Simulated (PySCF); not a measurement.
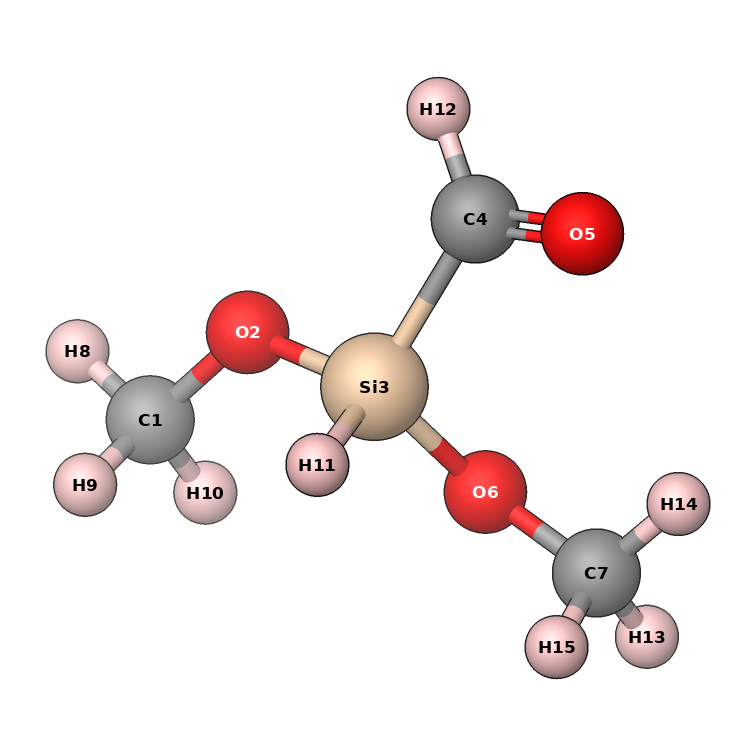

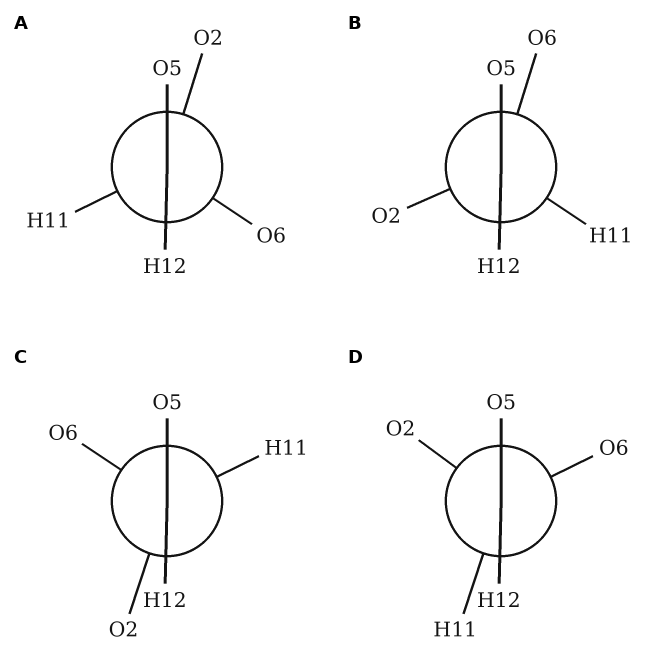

Atoms fade into the background with distance from the viewer. Bonds that would overlap in a projection are set slightly apart. The geometry was computed by an optimisation with PBE0-D3(BJ)/def2-SVP. No frequency run is at hand to confirm it as a minimum.

Which Newman projection shows the view along C4–Si3, with C4 in front?

C. The torsion angle O5–C4–Si3–O2 is −173°, antiperiplanar (anti).
